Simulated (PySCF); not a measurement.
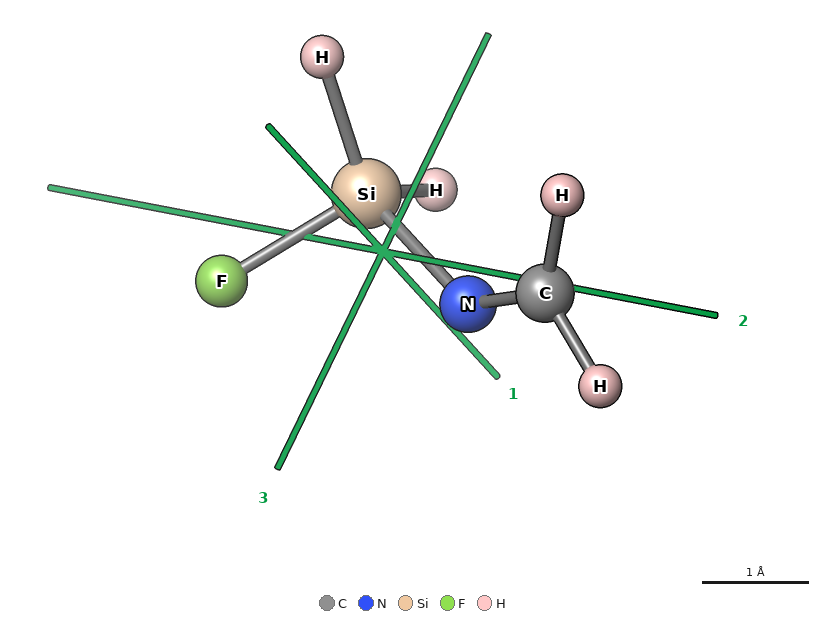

The three principal axes of inertia are drawn and numbered. Atoms fade into the background with distance from the viewer. Computed geometry: GFN2-xTB optimisation. No frequency run is at hand to confirm it as a minimum. Masses are those of the most abundant isotopes; constants are for the rigid equilibrium geometry.

**Which line is the a axis (least moment of inertia), which b and which c?**

a is line 2, b is line 3, c is line 1; the moments are 28.2, 143, 160 u Å².

**Classify the rotor and give the rotational constants (MHz).**

An asymmetric top (C1): A = 17916, B = 3534, C = 3160 MHz. Ray's parameter κ is −0.95, close to the prolate limit.
